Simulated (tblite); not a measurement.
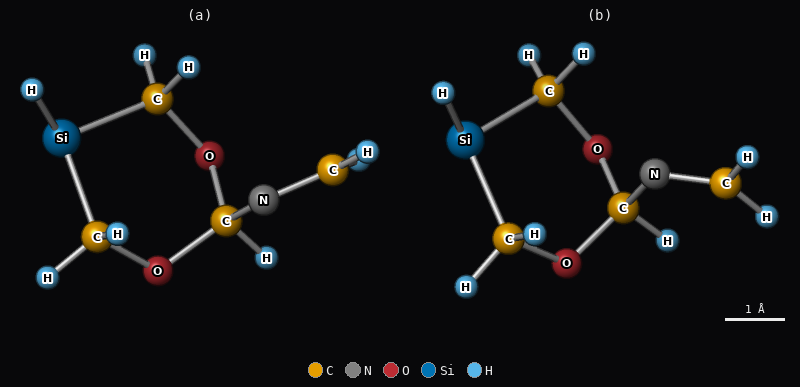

The structure of C₄H₈NO₂Si (multiplicity 2) before (left) and after (right) a relaxation, at one scale.

A ball-and-stick model, seen at a tilt.

Method: tblite, GFN2-xTB geometry optimisation, gas phase. 

Question: Describe what moved and what it gained.

Answer: The largest move after the best rigid fit is that of an H atom, 1.13 Å. Largest moves by element: H 1.13 Å, N 0.54 Å, C 0.32 Å, O 0.30 Å, Si 0.16 Å. Near-neighbour distances that change, for instance: C–O 1.446 → 1.389 Å, C–N 1.295 → 1.249 Å, C–Si 1.882 → 1.914 Å, C–H 1.101 → 1.081 Å. Among the angles between lasting bonds that change: C–N–C 112.8° → 120.1°, Si–C–O 116.0° → 109.9°, Si–C–H 108.5° → 114.5°. Groups turn about C–N by about 50°. The energy falls by 45.5 kJ/mol in 94 geometry steps.
